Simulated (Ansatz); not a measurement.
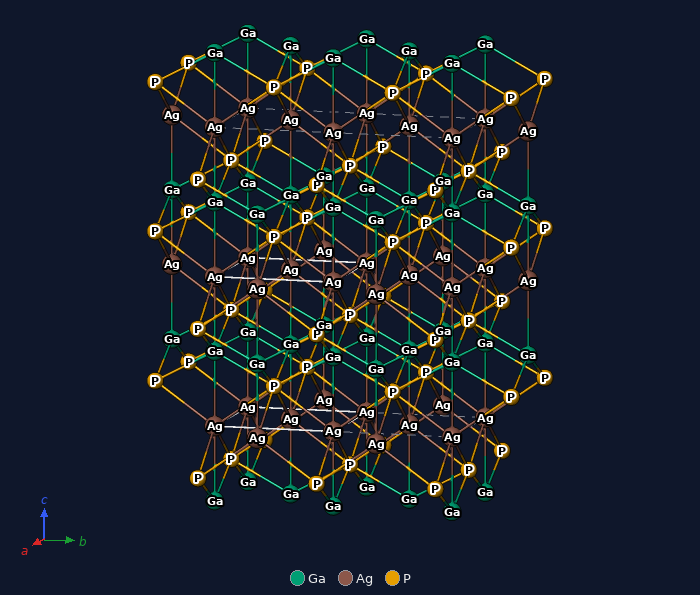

GaAgP (space group P4/nmm, No. 129). Coordinates: the input geometry of an electronic-structure calculation (not necessarily at equilibrium); the starting structure was generated, so it need not be a known form of this composition.

Bonds are taken as Ag–Ga below 3.1 Å, Ag–P below 3.1 Å and Ga–P below 2.9 Å; no other contact counts. Atoms with one bond or none are removed and atoms with two bonds are replaced by edges, until no such atom is left.

Question: What kind of net remains, and which atoms are its nodes?

Answer: A binodal (6,8)-connected, three-periodic net: Ga and Ag are 6-connected nodes; P is an 8-connected node, in the ratio 2:1.

Question: Is the net interpenetrated?

Answer: It is a single net, without interpenetration.

Question: Give the first four terms of the coordination sequence (nodes one, two, three … edges away).

Answer: Ga and Ag: 6, 26, 46, 98; P: 8, 20, 58, 80.

Question: Give the point symbol of each node (shortest cycle at each angle).

Answer: Ga and Ag: 3^4.4^6.5^4.6; P: 3^4.4^8.5^8.6^4.7^4.

The simplified net, drawn on the atoms' positions. Nodes are coloured by element. Short stubs are edges that leave the cut-out.

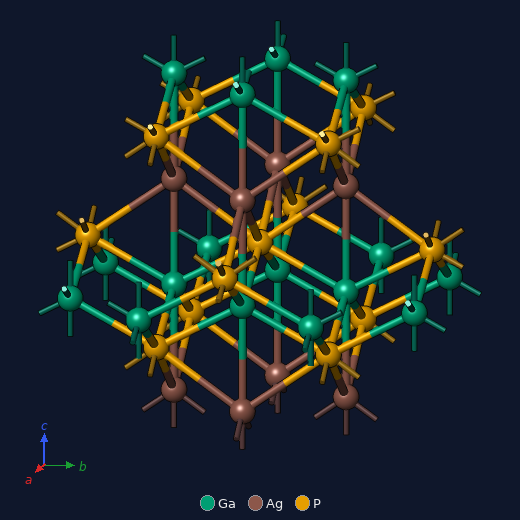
